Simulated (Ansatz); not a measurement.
Convergence study of the k-point mesh for Li3Au (I4mm, 4 atoms in the cell)

```xyz
4
Lattice="0.0000 3.1160 3.1160 3.1160 0.0000 3.1160 3.1160 3.1160 0.0000" Properties=species:S:1:pos:R:3 pbc="T T T"
Li     1.5580     1.5580     1.5580
Li     4.6741     4.6741     4.6741
Li     3.1160     3.1160     3.1660
Au     0.0000     0.0000     0.0000
```

Method: PBEsol, default PAW files made with PBE (plane waves; Ansatz, an electronic-structure program).

Base settings: basis.ecutwfc = 30.9 Ry; kpoints.mp_grid.grid = 9 9 9; hamiltonian.xc = pbesol; hamiltonian.pseudopotentials = {kind: paw} (the program's default PAW files); scf.occupations.method = gaussian; scf.occupations.width = 0.0073 Ry.

The second cell is the first with its lattice scaled by 0.98.

Only quantities that move along the ladder and can be compared are tabulated.

The count of work is k-points × plane waves × bands × iterations; it is no time. Core times come from one kind of shared machine, to one figure; runs under 30 s give none.

The starting cell comes from a database of computed structures (which also holds hypothetical and non-ambient phases and stackings), without a prior relaxation at this level. Its lattice was rescaled by up to half a per cent. One atom was moved a little off its site on purpose. Ansatz's pressure includes its estimate of the finite-basis (Pulay) stress.

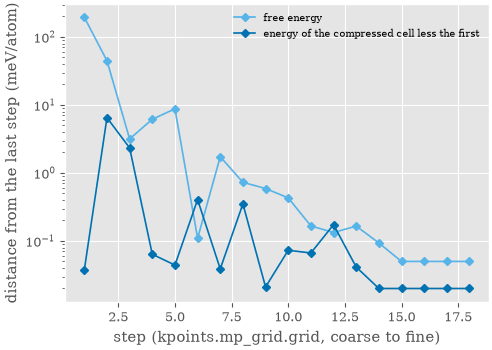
Figure. Distance from the last step along the ladder; very small values are drawn at a floor.

| kpoints.mp_grid.grid | free energy less the last step's (meV/atom) | energy of the compressed cell less the first (meV/atom) | pressure (GPa) | largest difference of a force vector from the last step's (eV/Å) | count of work / last | core time / last (rough) |
|---|---|---|---|---|---|---|
| 2 2 2 | -194.77 | 5.26 | -0.36 | 0.008 | 0.0020 | – |
| 3 3 3 | 44.63 | 11.72 | 0.84 | 0.011 | 0.0030 | – |
| 4 4 4 | -3.17 | 2.88 | -0.57 | 0.002 | 0.0065 | – |
| 5 5 5 | -6.16 | 5.28 | -0.24 | 0.001 | 0.0090 | – |
| 6 6 6 | 8.77 | 5.26 | -0.23 | 0.000 | 0.015 | – |
| 7 7 7 | -0.11 | 4.81 | -0.30 | 0.001 | 0.020 | – |
| 8 8 8 | 1.73 | 5.26 | -0.22 | 0.000 | 0.030 | – |
| 9 9 9 | 0.73 | 5.57 | -0.17 | 0.001 | 0.038 | – |
| 10 10 10 | -0.59 | 5.24 | -0.23 | 0.000 | 0.051 | – |
| 11 11 11 | -0.43 | 5.29 | -0.22 | 0.000 | 0.063 | – |
| 12 12 12 | 0.17 | 5.15 | -0.24 | 0.000 | 0.082 | – |
| 13 13 13 | -0.13 | 5.04 | -0.26 | 0.001 | 0.098 | – |
| 16 16 16 | -0.17 | 5.26 | -0.22 | 0.000 | 0.18 | – |
| 18 18 18 | -0.09 | 5.23 | -0.23 | 0.000 | 0.24 | 0.5 |
| 20 20 20 | 0.03 | 5.21 | -0.23 | 0.000 | 0.32 | 0.6 |
| 22 22 22 | 0.01 | 5.20 | -0.23 | 0.000 | 0.42 | 0.7 |
| 24 24 24 | 0.01 | 5.21 | -0.23 | 0.000 | 0.53 | 0.8 |
| 27 27 27 | 0.00 | 5.21 | -0.23 | 0.000 | 0.74 | 1 |
| 30 30 30 | 0.00 | 5.22 | -0.23 | 0.000 | 1.0 | 1 |

Coarsest kpoints.mp_grid.grid that holds the energy of the compressed cell less the first within 0.2 meV/atom of the last step, with all finer ones: 10 10 10, at 0.051 of the last step's count of work; the step before is off by 0.35 meV/atom.

Coarsest kpoints.mp_grid.grid that holds the pressure within 0.1 GPa of the last step, with all finer ones: 5 5 5, at 0.0090 of the last step's count of work; the step before is off by 0.35 GPa.

Coarsest kpoints.mp_grid.grid that holds the free energy within 5 meV/atom of the last step, with all finer ones: 7 7 7, at 0.020 of the last step's count of work; the step before is off by 8.8 meV/atom.

The energy difference between the two cells stays within 1 meV/atom of the last step's from 5 5 5 on, the total only from 9 9 9 on: much of the error is common to both cells and cancels.

Keys are those of Ansatz 0.2.
